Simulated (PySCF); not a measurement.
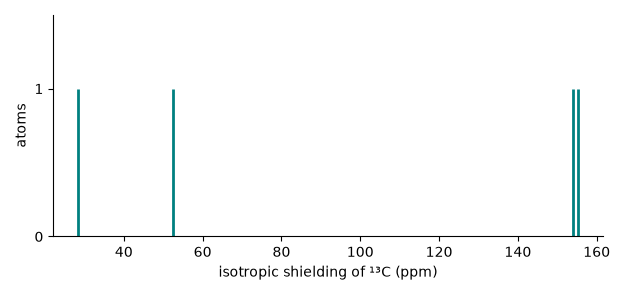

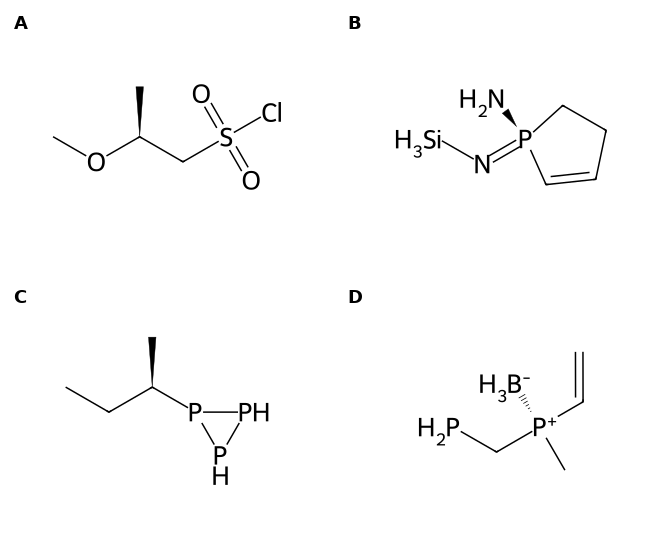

The sticks are computed shieldings of one of the molecules, for one fixed geometry (GFN2-xTB) without averaging over rotations. Low shielding means a high chemical shift. Method: GIAO PBE0/pcSseg-1 NMR shielding, non-relativistic, gas phase (PySCF 2.14.0).

Match the spectrum to a structure.

Answer. B, `N[P@]1(=N[SiH3])C=CCC1`. Its 4 C atoms give lines at 28.4, 52.4, 153.9, 155.2 ppm.

The geometry is semi-empirical. Around B, P, Si such bond lengths and angles can be off by a tenth of an ångström or more and by several degrees, and values that hang on the shape move with them.
